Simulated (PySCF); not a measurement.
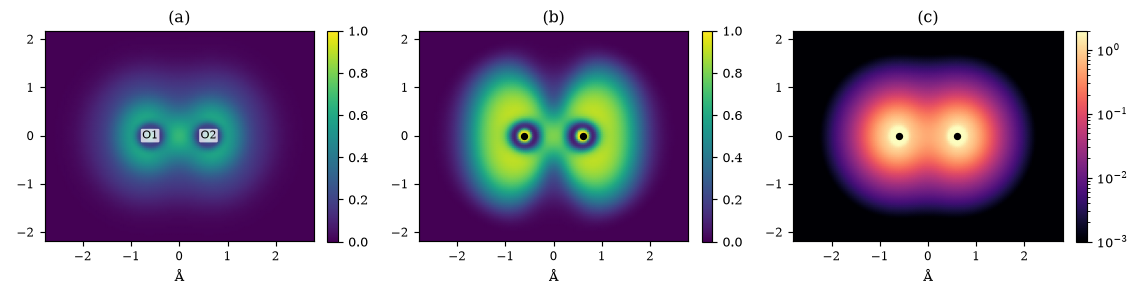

O2, triplet, SMILES `O=O`. Three fields in a plane that holds the bond.

Computed with PySCF, PBE0/6-31G*, geometry: GFN2-xTB. No frequency check shows the geometry to be a minimum. The stability of the open-shell solution wasn't checked. GFN2-xTB doesn't know the spin state, so this open-shell geometry is rough.

Geometry (Å), atoms numbered from 1:

```
O1       0.6049    0.0000    0.0000
O2      -0.6049    0.0000    0.0000
```

> The panels show, in some order, the electron localisation function (ELF), electron density and localised orbital locator (LOL). Which is which?

(a) is the localised orbital locator (LOL): it runs from 0 to 1, peaks where electrons are localised, as in bonds, and fades smoothly outside. (b) is the electron localisation function (ELF): it runs from 0 to 1 and is close to 1 over wide basins that fill the valence regions. (c) is the electron density: it is positive everywhere and peaks at the nuclei.
